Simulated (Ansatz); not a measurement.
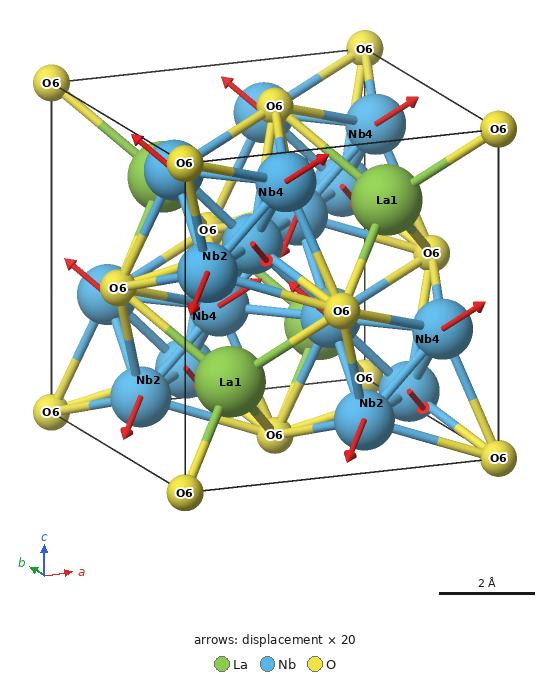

A relaxation of crystalline LaNb4O (a generated structure, set up in F-43m) (coarse preliminary run). The starting structure is drawn; red arrows show the displacements (the part carried along by the change of the cell is left out), magnified 20 times.

The picture is a ball-and-stick view of the conventional cell (4 times the calculation's cell), seen slightly off an axis. Lengths and directions refer to the drawn axes.

Theory: DFT PBE, scalar-relativistic, plane waves, PAW in Ansatz. (plane-wave cutoff 420 eV; k-point mesh 4 × 4 × 4; occupations gaussian; smearing width 0.1 eV; no spin polarisation; cell and atoms relaxed; force threshold 0.04 eV/Å; at most 70 steps)

Which element moves most?

Niobium: up to 0.061 Å, against 0.000 Å for oxygen.

What did the optimiser do to the structure, and how much energy did it gain?

The energy falls by 3.007 eV per cell of the calculation in 6 accepted moves (8 points after the start). Largest force component: 0.11 eV/Å at the start, 0.016 eV/Å at the end. The pressure goes from 38.39 to 0.16 GPa. At 2 points the geometry stayed and the basis and grid were re-selected for the new cell (energy shift of 0.107 eV per cell of the calculation at most each time). The largest moves relative to the cell, 0.061 Å, are those of Nb atoms. O and La stay in place. The drawn cell changes as follows: a = b = c 7.223 → 7.947 Å (+10.0 %); the volume changes by +33.1 %. Among the contacts that change: Nb–Nb 2.551 → 2.906 Å, La–O 3.128 → 3.441 Å, Nb–O 2.994 → 3.305 Å, La–Nb 2.995 → 3.285 Å. The space group stays F-43m (No. 216). Cost: 29 s on 1 thread of Arm Neoverse V2 (shared host), peak memory 0.38 GiB.
